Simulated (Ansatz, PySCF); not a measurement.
CH4 (SMILES C) and C2H2 (SMILES C#C) are pulled apart as rigid monomers along the line of their centres of mass, from the B3LYP-D3(BJ)/def2-TZVP minimum. Starting geometry (charge 0, multiplicity 1):
```xyz
9

C      0.0093     0.2116    -0.5070
H      0.1602     0.3076    -1.5811
H      0.9668     0.0228    -0.0233
H     -0.4202     1.1361    -0.1218
H     -0.6693    -0.6188    -0.3136
C      0.1225    -0.3498     4.4140
C     -0.1487    -0.1810     3.2604
H      0.3664    -0.5000     5.4373
H     -0.3884    -0.0313     2.2359
```

Interaction energies with rigid monomers; basis-set methods are counterpoise corrected unless marked otherwise.

Rows in 3-21G, 6-31G* carry no dispersion term and start afresh at each structure (6-31G* with six Cartesian d functions).

Programs: Ansatz (a quantum-chemistry and plane-wave program) with Gaussian orbitals; PySCF for 3-21G rows, 6-31G* rows, the dispersion terms. Values without a source in brackets are computed.

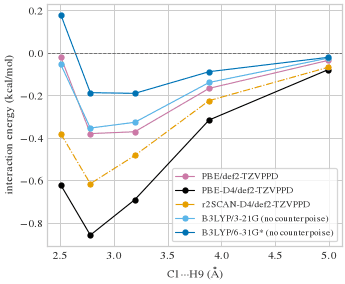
Figure. Interaction energy against separation

Question: Which level binds most strongly at C1···H9 = 2.78, and by how much?

Answer: PBE-D4/def2-TZVPPD, -0.9 kcal/mol.
